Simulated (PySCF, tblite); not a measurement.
# C₂₀H₂₄: electronic excitations, NMR shifts, part 1 of 2

Wanted: electronic excitations, NMR shifts for C₂₀H₂₄ (`c1cc2ccc1CCCCCCc1ccc(cc1)CC2`).

Computed with tblite 0.8.0 and PySCF 2.14.0 and routines of our own; the level stands in each step. Atoms count from 0.

## (1) The starting structure

44 atoms, charge 0, multiplicity 1; geometry from: force field, distance geometry or constructed start.

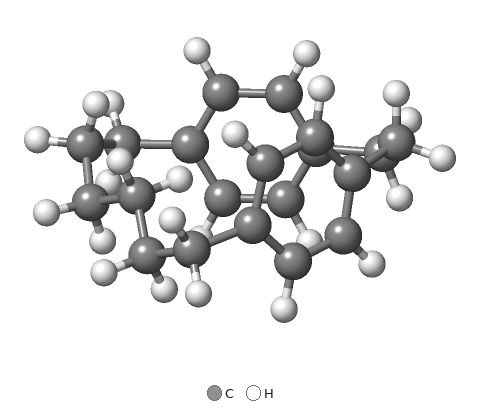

The starting geometry (carbon grey, hydrogen white).

## (2) Relaxing the molecule with GFN2-xTB

The job: settings as JSON, then the geometry in Å.

```
{"job": {"kind": "relax", "xc": "GFN2-xTB", "basis": "xTB"}, "charge": 0, "multiplicity": 1}
C      1.714400     0.765700    -1.833900
C      0.902500     1.905100    -1.678100
C      0.742000     2.477500    -0.406200
C      1.434300     1.938300     0.673000
C      2.238000     0.802700     0.521100
C      2.364700     0.195300    -0.738300
C      3.183000    -1.061900    -0.890600
C      2.371000    -2.355500    -1.040400
C      1.547100    -2.756900     0.195400
C      0.076100    -2.325700     0.083800
C     -0.714900    -2.586700     1.370900
C     -2.203400    -2.195700     1.271800
C     -2.385400    -0.743000     0.898500
C     -2.134200     0.271000     1.822600
C     -2.032600     1.604200     1.407800
C     -2.146300     1.921800     0.055800
C     -2.520200     0.924800    -0.857100
C     -2.643700    -0.403100    -0.439400
C     -1.719600     3.278700    -0.465900
C     -0.236000     3.617800    -0.176200
H      1.796400     0.321000    -2.816500
H      0.379400     2.307100    -2.533300
H      1.327100     2.363300     1.680400
H      2.735300     0.379900     1.385400
H      3.828800    -0.943900    -1.766900
H      3.863400    -1.168200    -0.034600
H      3.089100    -3.161900    -1.232300
H      1.726200    -2.304200    -1.929100
H      1.999700    -2.347900     1.104300
H      1.569200    -3.847100     0.297900
H     -0.389900    -2.860600    -0.751000
H      0.041300    -1.259300    -0.160700
H     -0.244900    -2.033500     2.195500
H     -0.648300    -3.651200     1.633600
H     -2.702600    -2.837400     0.537900
H     -2.694300    -2.377000     2.230700
H     -1.944700     0.025400     2.862400
H     -1.759100     2.364200     2.130900
H     -2.629300     1.146200    -1.915600
H     -2.848600    -1.168200    -1.176000
H     -2.365800     4.046200    -0.029300
H     -1.877100     3.317000    -1.549200
H      0.069200     4.474400    -0.797700
H     -0.154300     3.958000     0.859700
```

The run is started by

```bash
$ OMP_NUM_THREADS=1 python large_run.py task.json out
```

The driver reads the jobs from task.json and runs them one after another.

The log of the run:

```text
step      E/eV     max force
  0   -1498.64233    1.133
  1   -1498.70358    0.503
  2   -1498.73872    0.338
  3   -1498.78493    0.217
  4   -1498.79337    0.183
  5   -1498.80491    0.145
  6   -1498.81109    0.154
  7   -1498.81904    0.164
  8   -1498.82410    0.137
  9   -1498.82802    0.092
 10   -1498.82959    0.073
 11   -1498.83319    0.087
 12   -1498.83440    0.079
 13   -1498.83730    0.078
 14   -1498.84034    0.098
 15   -1498.84348    0.091
 16   -1498.84614    0.084
 17   -1498.84897    0.088
 18   -1498.85247    0.099
 19   -1498.85671    0.105
 20   -1498.86065    0.115
 21   -1498.86330    0.091
 22   -1498.86480    0.054
 23   -1498.86579    0.051
 24   -1498.86647    0.040
 25   -1498.86689    0.032
 26   -1498.86718    0.030
 27   -1498.86743    0.031
 28   -1498.86768    0.029
 29   -1498.86793    0.029
 30   -1498.86821    0.030
 31   -1498.86857    0.043
 32   -1498.86901    0.048
 33   -1498.86941    0.039
 34   -1498.86972    0.038
 35   -1498.86997    0.034
 36   -1498.87025    0.033
 37   -1498.87060    0.041
 38   -1498.87099    0.038
 39   -1498.87137    0.034
 40   -1498.87172    0.034
 41   -1498.87206    0.035
 42   -1498.87243    0.042
 43   -1498.87282    0.036
 44   -1498.87315    0.034
 45   -1498.87337    0.027
 46   -1498.87352    0.026
 47   -1498.87365    0.022
 48   -1498.87379    0.019
```

It took 1 s on 1 thread of Arm Neoverse V2, shared host; peak memory 0.19 GiB.

Step by step:

```csv
step,energy from step 0 (eV),largest force (eV/Å)
0,0.0000,1.1334
1,-0.0613,0.5031
2,-0.0964,0.3379
3,-0.1426,0.2169
4,-0.1510,0.1824
5,-0.1626,0.1451
6,-0.1688,0.1537
7,-0.1767,0.1644
8,-0.1818,0.1369
11,-0.1909,0.0873
14,-0.1980,0.0976
17,-0.2066,0.0880
21,-0.2210,0.0914
24,-0.2241,0.0397
27,-0.2251,0.0305
30,-0.2259,0.0304
34,-0.2274,0.0375
37,-0.2283,0.0400
40,-0.2294,0.0334
44,-0.2308,0.0339
45,-0.2310,0.0278
46,-0.2312,0.0260
47,-0.2313,0.0220
48,-0.2315,0.0191
```

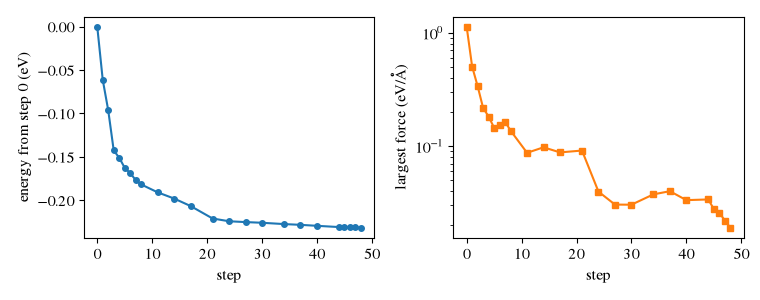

Energy and largest force along the relaxation.

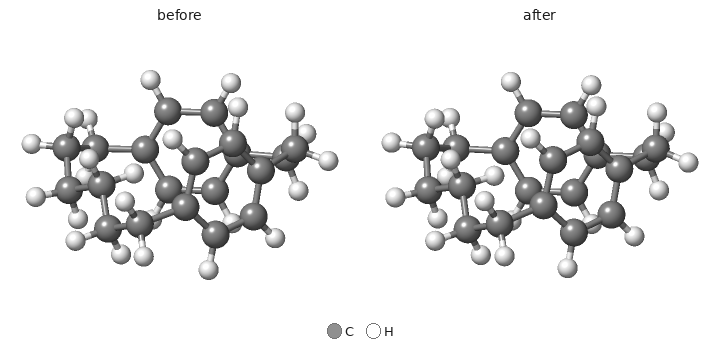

The geometry before (left) and after (right).

Distances of close pairs at the start and the end, largest changes first:

```csv
bond,before (Å),after (Å),change (Å)
C0–C1,1.408,1.381,-0.026
C13–C14,1.400,1.381,-0.019
C3–H22,1.099,1.081,-0.018
C12–C17,1.404,1.388,-0.017
C3–C4,1.399,1.383,-0.017
C4–C5,1.404,1.388,-0.016
C15–C16,1.403,1.387,-0.016
C2–C19,1.520,1.504,-0.016
```

The final coordinates are the input of the step that follows.

## (3) Harmonic vibrations with GFN2-xTB

The job: settings as JSON, then the geometry in Å.

```
{"job": {"kind": "ir", "xc": "GFN2-xTB", "basis": "xTB"}, "charge": 0, "multiplicity": 1}
C      1.579932     0.724887    -1.780669
C      0.793621     1.848585    -1.616639
C      0.640129     2.435011    -0.366436
C      1.293936     1.857550     0.712250
C      2.086076     0.736008     0.547776
C      2.241322     0.150821    -0.700811
C      3.123794    -1.049713    -0.893961
C      2.356688    -2.371439    -1.047276
C      1.549966    -2.766594     0.195902
C      0.098656    -2.300354     0.111736
C     -0.685552    -2.582189     1.391465
C     -2.162281    -2.172519     1.263131
C     -2.255665    -0.734226     0.846920
C     -2.016006     0.282278     1.762785
C     -1.917174     1.595963     1.349812
C     -2.040873     1.928956     0.006679
C     -2.358315     0.924173    -0.894715
C     -2.473067    -0.388795    -0.479192
C     -1.719203     3.315529    -0.471486
C     -0.237579     3.642065    -0.179672
H      1.692671     0.288514    -2.763678
H      0.298438     2.282283    -2.473536
H      1.192779     2.295082     1.695079
H      2.594693     0.313500     1.403115
H      3.725360    -0.901801    -1.795764
H      3.807077    -1.138310    -0.046117
H      3.090127    -3.150670    -1.267933
H      1.683290    -2.299749    -1.903751
H      2.018000    -2.340029     1.085743
H      1.565631    -3.853686     0.309581
H     -0.388778    -2.803832    -0.727495
H      0.080333    -1.228104    -0.088421
H     -0.230327    -2.028713     2.215778
H     -0.631626    -3.646690     1.633678
H     -2.648084    -2.809106     0.520756
H     -2.658470    -2.325606     2.224474
H     -1.878119     0.035529     2.806283
H     -1.711491     2.370216     2.074857
H     -2.490018     1.165215    -1.939843
H     -2.699562    -1.159861    -1.201734
H     -2.352070     4.056354     0.022455
H     -1.904428     3.377364    -1.544755
H      0.087606     4.447539    -0.843015
H     -0.138134     3.994951     0.847856
```

The log of the run:

```text
mode    cm-1     km/mol
  1      40.9      0.00
  2      60.0      0.05
  3      73.3      0.17
  4      81.0      0.04
  5      92.8      0.30
  6     107.2      0.07
  7     116.8      0.02
  8     166.3      0.02
  9     182.9      0.20
 10     189.8      0.43
 11     241.5      0.15
 12     287.1      0.16
 13     300.6      0.12
 14     313.2      0.14
 15     356.4      0.06
 16     371.3      0.04
 17     376.5      0.05
 18     381.9      0.10
 19     397.2      0.12
 20     412.9      0.09
 21     426.5      0.13
 22     450.0      1.22
 23     462.9      2.55
 24     503.5      0.02
 25     549.7      0.68
 26     586.1      2.87
 27     610.4      0.08
 28     614.1      0.12
 29     678.5      0.04
 30     686.7      0.12
 31     721.3      4.74
 32     737.3      0.51
 33     773.8     10.73
 34     794.4     15.30
 35     803.0      6.67
 36     821.2      7.44
 37     839.4      1.27
 38     855.8      0.23
 39     869.7      0.10
 40     874.4      0.34
 41     897.7      1.88
 42     908.1      8.59
 43     912.0      1.37
 44     915.4      0.05
 45     917.5      0.54
 46     926.0      0.06
 47     928.7      0.07
 48     931.6      4.83
 49     999.3      5.97
 50    1004.6      0.62
 51    1005.5      1.10
 52    1017.2      0.92
 53    1025.8      0.31
 54    1042.0      0.11
 55    1069.7      2.76
 56    1081.9      2.11
 57    1100.7      0.22
 58    1119.0      0.53
 59    1123.7      0.90
 60    1135.9      0.20
 61    1150.2      0.07
 62    1159.1      2.21
 63    1178.0      8.80
 64    1179.9      2.57
 65    1194.9      1.52
 66    1202.4      0.29
 67    1205.9      0.04
 68    1210.7      2.98
 69    1220.8     11.32
 70    1231.7      0.63
 71    1256.9      0.36
 72    1265.8      0.07
 73    1268.9      0.33
 74    1276.9      0.07
 75    1289.4      0.47
 76    1292.5      0.31
 77    1294.6      1.22
 78    1312.0      0.32
 79    1325.3      1.49
 80    1327.8      0.89
 81    1333.7      1.30
 82    1339.1      0.90
 83    1340.1      0.88
 84    1341.0      0.68
 85    1357.9      1.03
 86    1378.9      2.19
 87    1423.4      0.03
 88    1424.8      0.02
 89    1477.5      0.74
 90    1483.0      0.04
 91    1483.6      1.04
 92    1485.9      0.28
 93    1487.2      0.09
 94    1491.6      0.17
 95    1498.0      0.52
 96    1501.2      0.94
 97    1507.0      8.96
 98    1508.1     15.28
 99    1588.2      0.45
100    1590.4      0.20
101    1616.3      0.39
102    1618.4      1.20
103    2951.7     34.25
104    2952.2      8.91
105    2956.8     14.69
106    2958.6     45.49
107    2962.9     23.57
108    2964.2     26.02
109    2964.8     15.70
110    2967.1     72.61
111    2975.5     40.82
112    2977.9     34.78
113    2981.2     53.58
114    2984.3     19.80
115    2989.1     37.79
116    2989.4    133.93
117    2994.9     47.04
118    3005.6     56.32
119    3063.5      7.79
120    3065.0     21.95
121    3066.0      8.92
122    3067.7     37.79
123    3076.9     14.49
124    3079.7     39.38
125    3080.7    149.67
126    3081.7      5.78
```

Run time: 5.4 s. Hardware: 1 thread of Arm Neoverse V2, shared host; peak memory 0.19 GiB.

The strongest bands and the atoms that carry them (share of the mass-weighted mode):

```csv
cm⁻¹,km/mol,atoms
2959,45.5,H42 73 %
2967,72.6,"H30 26 %, H29 19 %, H27 13 %, H33 12 %"
2976,40.8,"H25 60 %, H28 14 %"
2981,53.6,"H34 30 %, H28 23 %, H29 11 %"
2989,133.9,"H27 39 %, H28 23 %"
2995,47.0,"H41 52 %, H43 40 %"
3006,56.3,H31 86 %
3081,149.7,"H21 35 %, H37 25 %"
```

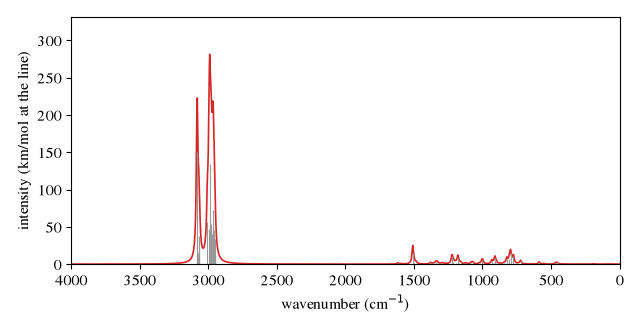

The infrared spectrum from these modes, unscaled. Lines are broadened to a width of 14 cm⁻¹ (Lorentzian).

## (4) Electronic excitations: TDA PBE0/def2-SVP

The job, as its differences from that of step 3:

```diff
@@ -1,2 +1,2 @@
-{"job": {"kind": "ir", "xc": "GFN2-xTB", "basis": "xTB"}, "charge": 0, "multiplicity": 1}
+{"job": {"kind": "uv", "basis": "def2-SVP", "grid": 1, "kgrid": 0, "vcut": 1.5, "nstates": 6, "ntriplets": 2, "tda": true, "delta": ["ip_vertical"], "pop": true, "xc": "PBE0"}, "charge": 0, "multiplicity": 1}
 C      1.579932     0.724887    -1.780669
```

Level: TDA PBE0/def2-SVP, vertical, gas phase, core orbitals frozen in the response, virtual orbitals cut by energy.

The log of the run:

```text
start: PBE on a coarse grid of 34050 points
cycle   1  E = -774.5902438198  dE =  2.371e+00  |g| = 8.765e-01  |ddm| = 8.348e+00
cycle   2  E = -774.3289908886  dE =  2.613e-01  |g| = 1.325e+00  |ddm| = 3.638e+00
cycle   3  E = -774.8231994753  dE = -4.942e-01  |g| = 1.345e-01  |ddm| = 2.589e+00
cycle   4  E = -774.8270420699  dE = -3.843e-03  |g| = 5.529e-02  |ddm| = 3.841e-01
cycle   5  E = -774.8276574614  dE = -6.154e-04  |g| = 2.357e-02  |ddm| = 8.738e-02
cycle   6  E = -774.8277724721  dE = -1.150e-04  |g| = 1.147e-02  |ddm| = 4.498e-02
cycle   7  E = -774.8278054608  dE = -3.299e-05  |g| = 3.854e-03  |ddm| = 1.865e-02
final grid: 145054 points
cycle   8  E = -775.1177139327  dE = -9.250e-03  |g| = 4.196e-02  |ddm| = 1.351e+00
cycle   9  E = -775.1177017506  dE =  1.218e-05  |g| = 4.331e-02  |ddm| = 1.346e-01
cycle  10  E = -775.1182059266  dE = -5.042e-04  |g| = 7.189e-03  |ddm| = 7.493e-02
cycle  11  E = -775.1182204930  dE = -1.457e-05  |g| = 3.585e-03  |ddm| = 1.575e-02
cycle  12  E = -775.1182215493  dE = -1.056e-06  |g| = 1.024e-03  |ddm| = 6.317e-03
cycle  13  E = -775.1182202419  dE =  1.307e-06  |g| = 2.636e-04  |ddm| = 2.054e-03
cycle  14  E = -775.1182204409  dE = -1.990e-07  |g| = 8.351e-05  |ddm| = 4.050e-04
converged SCF energy = -775.1182204409
Vertical ionisation energy (delta-SCF) = 7.7990 eV   <S^2> = 0.757

Static polarisability (au): isotropic 195.496, principal 164.032 185.816 236.639

Singlet excitations
state   eV       nm        f      main configurations
  1   5.1279    241.8   0.00037   H->L 0.73, H-2->L+1 0.19
  2   5.3112    233.4   0.00815   H-1->L 0.64, H-2->L+2 0.14, H-3->L+1 0.11
  3   5.6621    219.0   0.01160   H->L+1 0.64, H-2->L 0.17, H-1->L 0.09
  4   5.8027    213.7   0.01358   H-1->L+1 0.55, H->L+2 0.30
  5   5.8399    212.3   0.00980   H->L+3 0.39, H->L+1 0.09, H-1->L+1 0.08
  6   5.8764    211.0   0.00252   H-1->L+3 0.35, H-2->L+1 0.28, H->L 0.12

Triplet excitations (Tamm-Dancoff, eV): 3.9724 4.0425
```

Wall time 2.2 min (1 thread of Arm Neoverse V2, shared host); peak memory 0.74 GiB.

Frontier orbitals and where they lie:

```csv
orbital,eV,atoms
HOMO−4,-8.56,"C9 15 %, C8 15 %, C7 14 %"
HOMO−3,-7.33,"C1 14 %, C3 13 %, C16 13 %"
HOMO−2,-6.81,"C17 15 %, C4 14 %, C14 14 %"
HOMO−1,-6.61,"C5 14 %, C2 13 %, C12 11 %"
HOMO,-6.42,"C15 18 %, C12 15 %, C2 13 %"
LUMO,-0.26,"C1 13 %, C17 13 %, C4 13 %"
LUMO+1,-0.01,"C2 15 %, C5 14 %, C12 12 %"
LUMO+2,0.37,"C15 15 %, C12 14 %, C5 11 %"
LUMO+3,0.49,"C14 15 %, C1 14 %, C17 12 %"
```

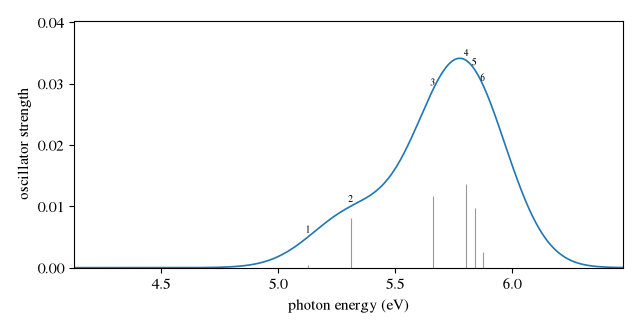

Absorption spectrum from the 6 singlet states computed; above the last one it falls off for lack of states. Lines are broadened to a width of 0.40 eV (Gaussian).

Further results of this job:

```csv
property,computed
dipole moment (D),0.32
polarisability (Å³),28.97
HOMO–LUMO gap (eV),6.16
−ε(HOMO) (eV),6.42
```

(Continued in part 2 of 2.)
